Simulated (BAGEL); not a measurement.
# H3O+ (SMILES [OH3+]) at CASPT2(8,7)/aug-cc-pVTZ (density fitting with cc-pvqz-jkfit)

Aim: the energy change on altering one bond length of H3O+ at CASPT2(8,7)/aug-cc-pVTZ (density fitting with cc-pvqz-jkfit), from 2 runs. 

The results are computed with BAGEL 1.2.2.

2 further runs of the same task are left out: 2 set aside as unsound or not needed.

### 1 Starting point

H3O+ has 4 atoms, charge +1, and is taken as a singlet. As SMILES, `[OH3+]`. The shape is that of a PBE0-D4/def2-TZVP optimisation.

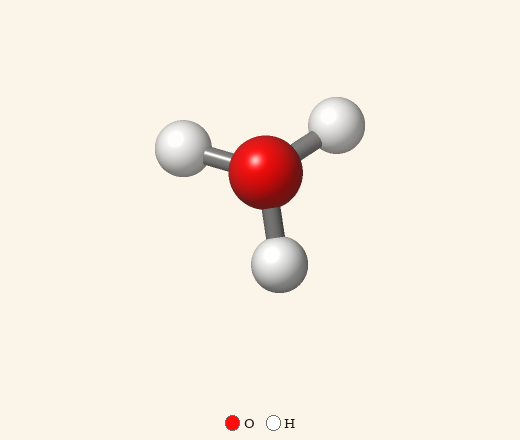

The structure, seen from a chosen angle (oxygen red, hydrogen white).

### 2 A single-point energy at CASPT2(8,7)/aug-cc-pVTZ (density fitting with cc-pvqz-jkfit)

Contents of job.json:

```json
{ "bagel": [

{
  "title": "molecule",
  "basis": "aug-cc-pvtz.json",
  "df_basis": "cc-pvqz-jkfit",
  "angstrom": "true",
  "geometry": [
    { "atom": "O", "xyz": [       0.181970,      -0.056700,      -0.052760 ] },
    { "atom": "H", "xyz": [       0.219060,       0.918440,       0.015140 ] },
    { "atom": "H", "xyz": [      -0.408890,      -0.368290,      -0.767380 ] },
    { "atom": "H", "xyz": [       0.007860,      -0.493450,       0.805020 ] }
  ]
},

{ "title": "hf", "charge": 1 },

{ "title": "casscf", "nstate": 1, "nact": 7, "nclosed": 1, "charge": 1, "maxiter": 200, "natocc": "true" },

{ "title": "print", "file": "orbitals.molden", "orbitals": "true" },

{ "title": "smith", "method": "caspt2", "ms": "true", "xms": "true", "sssr": "true", "shift": 0.0, "ncore": 1 }

]}
```

The basis set aug-cc-pVTZ is read from a file made from the Basis Set Exchange's data (not shown).

Started as:

```
$ BAGEL_NUM_THREADS=1 BAGEL job.json > job.out
```

The program printed:

```text
* using 1 threads per process

  ===============================================================
  ===============================================================

  *** Geometry ***

  { "atom" : "O", "xyz" : [      0.343873,     -0.107147,     -0.099702 ] },
  { "atom" : "H", "xyz" : [      0.413963,      1.735600,      0.028610 ] },
  { "atom" : "H", "xyz" : [     -0.772690,     -0.695967,     -1.450138 ] },
  { "atom" : "H", "xyz" : [      0.014853,     -0.932485,      1.521267 ] },

  Number of auxiliary basis functions:      259

  Since a DF basis is specified, we compute 2- and 3-index integrals:
    o Being stored without compression. Storage requirement is 0.027 GB

  Number of basis functions:      115
  Number of electrons      :       11

    * METHOD: MOLECULE                             0.08

  *** RHF ***

  === Nuclear Repulsion ===
    13.9563073607

      * DIIS with orbital gradients will be used.

  === RHF iteration (aug-cc-pvtz.json) ===
      0        -76.22425568          0.02046135           0.02
      1        -76.30749043          0.01342774           0.02
      2        -76.33924686          0.00157594           0.02
      3        -76.33985704          0.00025272           0.02
      4        -76.33987594          0.00003612           0.02
      5        -76.33987649          0.00000844           0.02
      6        -76.33987652          0.00000221           0.02
      7        -76.33987653          0.00000037           0.02
      8        -76.33987653          0.00000010           0.02
      9        -76.33987653          0.00000004           0.02
     10        -76.33987653          0.00000001           0.02
    * SCF iteration converged.

    * Permanent dipole moment:
           (    0.517703,    -0.161337,    -0.150092) a.u.

    * METHOD: HF                                   0.25

  ---------------------------
      CASSCF calculation
  ---------------------------

    * nstate   :      1
    * nclosed  :      1
    * nact     :      7
    * nvirt    :    107
  === CASSCF iteration (aug-cc-pvtz.json) ===

    * Using the second-order algorithm

      0  0       -76.34106500     3.56e-04      0.03

      1  0       -76.37636242     4.17e-03      0.17

      2  0       -76.42066385     1.74e-03      0.19

[... 45 lines of this table left out ...]

     26  0       -76.42700812     7.95e-09      0.20

    * Second-order optimization converged. *

     guess   0:   closed 1111...              open .......

  === FCI iteration ===

      0  0       -76.33883711     1.53e-02      0.00
      1  0       -76.42226721     4.06e-03      0.00
      2  0       -76.42680602     8.47e-04      0.00
      3  0       -76.42699422     2.13e-04      0.00
      4  0       -76.42700727     5.42e-05      0.00
      5  0       -76.42700809     9.93e-06      0.00
[... 5 lines of this table left out ...]
     11  0       -76.42700812     3.13e-10      0.00
     12  0 *     -76.42700812     7.02e-11      0.00

     * ci vector, state   0, <S^2> = -0.0000
       2222...     0.9860120026
       222..2.    -0.0615698392
       22.2..2    -0.0615551217
       2.222..    -0.0583391242

    * METHOD: CASSCF                               6.55

    * METHOD: PRINT                                0.02

  === SMITH program ===

    * freezing 1 orbital

    * Approximate memory requirement for SMITH calulation per MPI process:
      o Storage requirement for T-amplitude, lambda, and residual is 0.01 GB
      o Storage requirement for MO integrals is 0.01 GB
    * Calculating and saving rdm4f

    * Zeroth order energy : state  0      -10.6857652951

    * CASPT2 iteration is performed using redundant basis

      ---- iteration ----

        0    -0.16330597     0.00907587      0.13
        1    -0.16495982     0.00119280      0.14
        2    -0.16501789     0.00017844      0.13
        3    -0.16501868     0.00002545      0.13
        4    -0.16501871     0.00000395      0.14
        5    -0.16501871     0.00000062      0.14

      -------------------

    * CASPT2 energy : state  0      -76.5920268256
        reference weight              0.9712897690

    * METHOD: SMITH                                1.27

  ===============================================================
```

Wall time 8.4 s (1 thread of Arm Neoverse V2, shared host).

### 3 The distorted shape

Contents of job.json:

```json
{ "bagel": [

{
  "title": "molecule",
  "basis": "aug-cc-pvtz.json",
  "df_basis": "cc-pvqz-jkfit",
  "angstrom": true,
  "geometry": [
    { "atom": "O", "xyz": [    0.270577,   -0.009973,    0.054407 ] },
    { "atom": "H", "xyz": [    0.307667,    0.965167,    0.122307 ] },
    { "atom": "H", "xyz": [   -0.408890,   -0.368290,   -0.767380 ] },
    { "atom": "H", "xyz": [    0.096467,   -0.446723,    0.912187 ] }
  ]
},
{
  "title": "hf",
  "charge": 1
},
{
  "title": "casscf",
  "nstate": 1,
  "nact": 7,
  "nclosed": 1,
  "charge": 1,
  "maxiter": 200,
  "natocc": true
},
{
  "title": "print",
  "file": "orbitals.molden",
  "orbitals": true
},
{
  "title": "smith",
  "method": "caspt2",
  "ms": true,
  "xms": true,
  "sssr": true,
  "shift": 0.0,
  "ncore": 1
}

]}
```

The basis set aug-cc-pVTZ is read from a file made from the Basis Set Exchange's data (not shown).

Started as:

```
$ BAGEL_NUM_THREADS=1 BAGEL job.json > job.out
```

The program printed:

```text
* using 1 threads per process

  ===============================================================
  ===============================================================

  *** Geometry ***

  { "atom" : "O", "xyz" : [      0.511316,     -0.018846,      0.102814 ] },
  { "atom" : "H", "xyz" : [      0.581406,      1.823901,      0.231127 ] },
  { "atom" : "H", "xyz" : [     -0.772690,     -0.695967,     -1.450138 ] },
  { "atom" : "H", "xyz" : [      0.182296,     -0.844184,      1.723784 ] },

  Number of auxiliary basis functions:      259

  Since a DF basis is specified, we compute 2- and 3-index integrals:
    o Being stored without compression. Storage requirement is 0.027 GB

  Number of basis functions:      115
  Number of electrons      :       11

    * METHOD: MOLECULE                             0.08

  *** RHF ***

  === Nuclear Repulsion ===
    13.3460523628

      * DIIS with orbital gradients will be used.

  === RHF iteration (aug-cc-pvtz.json) ===
      0        -76.20300692          0.02031564           0.01
      1        -76.28382395          0.01417273           0.02
      2        -76.32092029          0.00161882           0.02
      3        -76.32162595          0.00027337           0.02
      4        -76.32165156          0.00004558           0.02
      5        -76.32165251          0.00001069           0.02
[... 4 lines of this table left out ...]
     10        -76.32165257          0.00000001           0.02
     11        -76.32165257          0.00000000           0.02
    * SCF iteration converged.

    * Permanent dipole moment:
           (    0.606598,    -0.104623,    -0.025011) a.u.

    * METHOD: HF                                   0.26

  ---------------------------
      CASSCF calculation
  ---------------------------

    * nstate   :      1
    * nclosed  :      1
    * nact     :      7
    * nvirt    :    107
  === CASSCF iteration (aug-cc-pvtz.json) ===

    * Using the second-order algorithm

      0  0       -76.32409737     6.75e-04      0.03

      1  0       -76.36282452     3.89e-03      0.19

      2  0       -76.40724916     1.86e-03      0.20

[... 59 lines of this table left out ...]

     33  0       -76.41395365     8.33e-09      0.18

    * Second-order optimization converged. *

     guess   0:   closed 1111...              open .......

  === FCI iteration ===

      0  0       -76.32034833     1.52e-02      0.00
      1  0       -76.40801960     4.31e-03      0.00
      2  0       -76.41369764     9.20e-04      0.00
      3  0       -76.41393954     2.12e-04      0.00
      4  0       -76.41395247     6.05e-05      0.00
      5  0       -76.41395359     1.33e-05      0.00
[... 6 lines of this table left out ...]
     12  0       -76.41395365     2.18e-10      0.00
     13  0 *     -76.41395365     4.14e-11      0.00

     * ci vector, state   0, <S^2> = -0.0000
       2222...    -0.9838814214
       222.2..     0.0908474736
       22.2..2     0.0622155432
       2.22.2.     0.0607244677

    * METHOD: CASSCF                               7.91

    * METHOD: PRINT                                0.02

  === SMITH program ===

    * freezing 1 orbital

    * Approximate memory requirement for SMITH calulation per MPI process:
      o Storage requirement for T-amplitude, lambda, and residual is 0.01 GB
      o Storage requirement for MO integrals is 0.01 GB
    * Calculating and saving rdm4f

    * Zeroth order energy : state  0      -10.2715580965

    * CASPT2 iteration is performed using redundant basis

      ---- iteration ----

        0    -0.16414632     0.00897308      0.13
        1    -0.16582779     0.00116227      0.13
        2    -0.16588639     0.00017713      0.15
        3    -0.16588722     0.00002490      0.14
        4    -0.16588725     0.00000394      0.15
        5    -0.16588725     0.00000061      0.15

      -------------------

    * CASPT2 energy : state  0      -76.5798408987
        reference weight              0.9701327488

    * METHOD: SMITH                                1.30

  ===============================================================
```

Wall time 9.9 s (1 thread of Arm Neoverse V2, shared host).

### 4 Results

Level: CASPT2(8,7)/aug-cc-pVTZ (density fitting with cc-pvqz-jkfit), 1 core orbital frozen.

| quantity | value |
| --- | --- |
| first shape: total energy | -76.59203 Eh |
| distorted shape: total energy | -76.57984 Eh |
| energy change with the O1–H3 bond stretched from 0.978 to 1.125 Å | 0.332 eV |

With the O1–H3 bond stretched from 0.978 to 1.125 Å the energy rises by 0.33 eV (7.6 kcal/mol). The first shape isn't relaxed at this level, so the change isn't measured from a minimum.
